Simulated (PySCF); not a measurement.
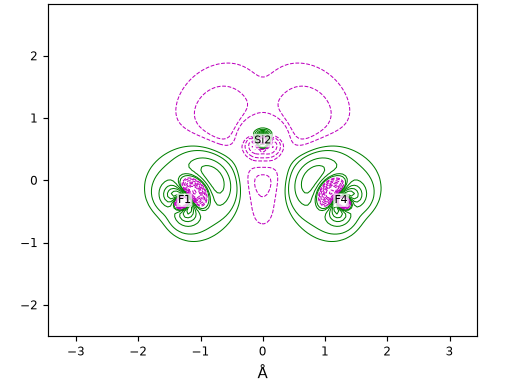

Figure. F3HSi, SMILES `F[SiH](F)F`. Deformation density (molecule less spherical, spin-averaged free atoms) in the plane of F1, Si2 and F4; contours at ±0.05 to ±0.8 e/Å³; solid green lines: gain, dashed magenta lines: loss.

Level of theory: PBE0/def2-TZVP (PySCF), at a geometry from GFN2-xTB. No frequency check shows the geometry to be a minimum.

Geometry (Å), atoms numbered from 1:

```
F1      -1.3966   -0.3952   -0.2571
Si2     -0.0000    0.0000    0.3676
F3       1.0406   -1.0118   -0.2571
F4       0.3560    1.4071   -0.2571
H5       0.0001   -0.0000    1.7954
```

Q: How much density has each bond in this plane gained at its critical point, relative to the free atoms?

A: F1–Si2 and Si2–F4: +0.10 e/Å³ at the bond critical point (bond length 1.58 Å, Mayer order 1.2); up to 0.6 Å beside the axis the gain reaches +0.37 e/Å³. In all, 1.2 electrons gather in the regions of gain relative to the promolecule. A small or negative value marks a very polar bond, one between electron-rich atoms, whose free-atom densities already overlap strongly, a long bond to a heavier atom, or a closed-shell contact such as a hydrogen bond.

Q: Where do the Hirshfeld charges lie?

A: The highest Hirshfeld charge is on Si2 (+0.60 e), the lowest on F1, F3 and F4 (−0.19 e).

```csv
atom,charge (e)
F1,−0.19
Si2,+0.60
F3,−0.19
F4,−0.19
H5,−0.04
```

Cost of the run: 5 s on 1 thread of Intel(R) Xeon(R) 6975P-C (Granite Rapids), with other jobs on the host, peak memory 0.51 GiB.
